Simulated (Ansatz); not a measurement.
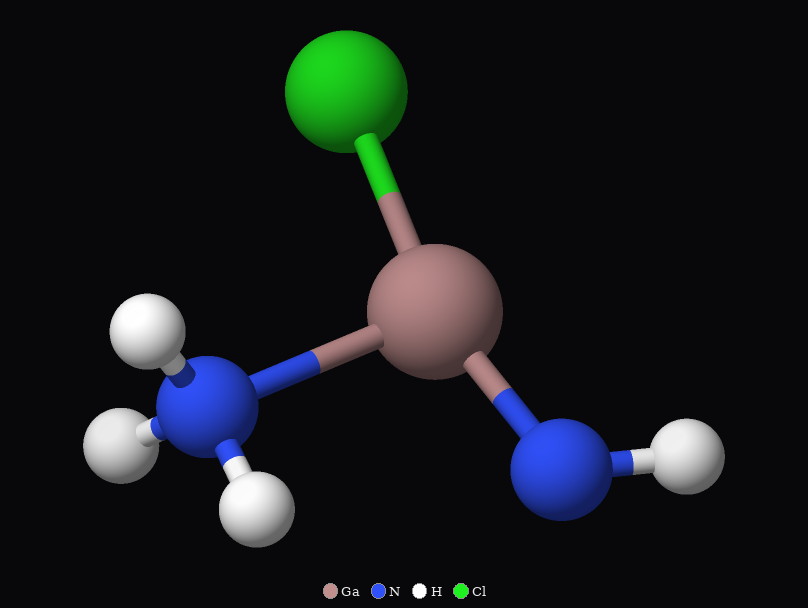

Ball-and-stick drawing of a structure.

The computed structure is the end point of a PBE0-D4/def2-TZVP optimisation.

Question: Which formula does it have?

Answer: ClGaH4N2, 8 atoms: 1 chlorine, 1 gallium, 4 hydrogen and 2 nitrogen.

Question: Count the bonded pairs by element.

Answer: 4 N–H, 2 Ga–N, 1 Cl–Ga. Sticks follow a distance rule.

Question: Which point group does it belong to?

Answer: Cs.

Question: How many sets of symmetry-equivalent atoms are there?

Answer: 7: 1 Ga, 1 N, 1 N, 1 H, 1 Cl, 2 H, 1 H.

More results for the same structure follow; atom numbers are the same in all pictures, views and colours differ.

## Dipole moment

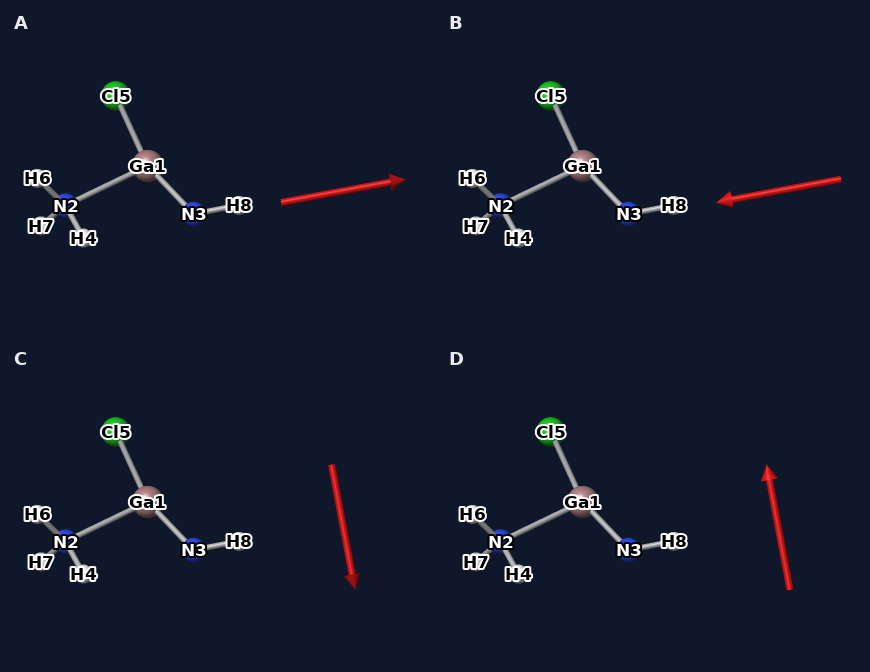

The same molecule four times, each with an arrow. Method: RKS PBE0-D4/def2-TZVP (Ansatz 0.2.0).

Question: Which arrow points along the dipole moment, from the negative to the positive end?

Answer: B. The dipole moment is 4.72 D; it points from the side of H8 to the side of H6, H7 (the outermost atoms at the two ends).

## Thermal motion

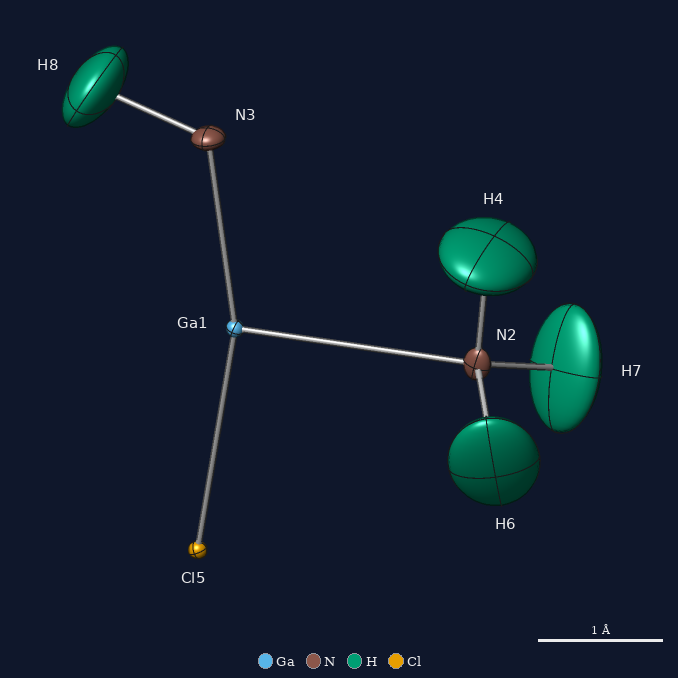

Displacement ellipsoids at the 50 % level, enlarged 1.5 times, from the internal vibrations of the free molecule (harmonic, no overall translation or rotation; no half-axis is drawn under 0.075 Å). Vibrations computed with RKS PBE0-D4/def2-TZVP (Ansatz 0.2.0). Temperature: 0 K (zero-point motion alone).

List U_eq and the three principal root-mean-square amplitudes for each kind of atom.

```
  atom  U_eq (Å²)   rms amplitudes (Å)
   Ga1    0.00054  0.018, 0.024, 0.027
    N2     0.0024  0.020, 0.049, 0.066
    N3     0.0031  0.039, 0.062, 0.062
    H4     0.0278  0.090, 0.172, 0.213
   Cl5    0.00084  0.022, 0.029, 0.035
H6, H7     0.0277  0.073, 0.160, 0.228
    H8     0.0220  0.084, 0.160, 0.183
```

## Charges

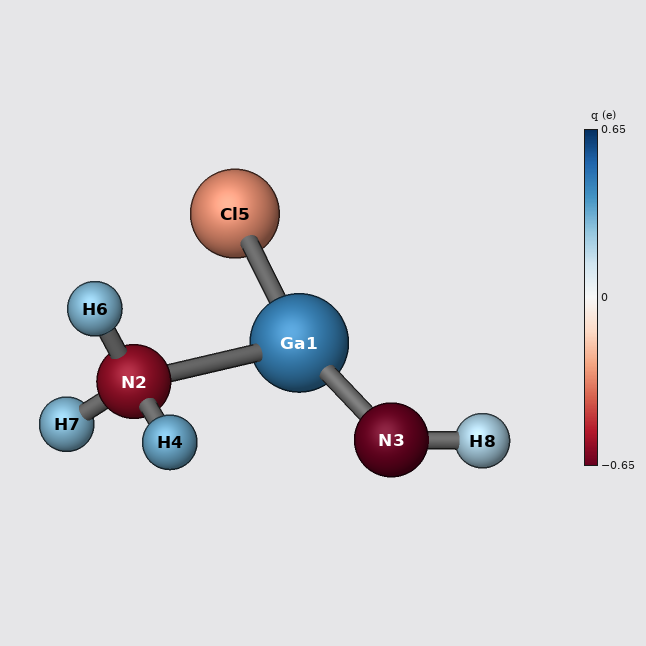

Atoms are coloured by their Mulliken charges. Method: RKS PBE0-D4/def2-TZVP (Ansatz 0.2.0).

List the Mulliken charges.

```
atom  value (e)
 Ga1       0.43
  N2      −0.57
  N3      −0.64
  H4       0.32
 Cl5      −0.30
  H6       0.28
  H7       0.28
  H8       0.21
```

Mulliken values depend strongly on the basis set and can even reverse the polarity of a bond.
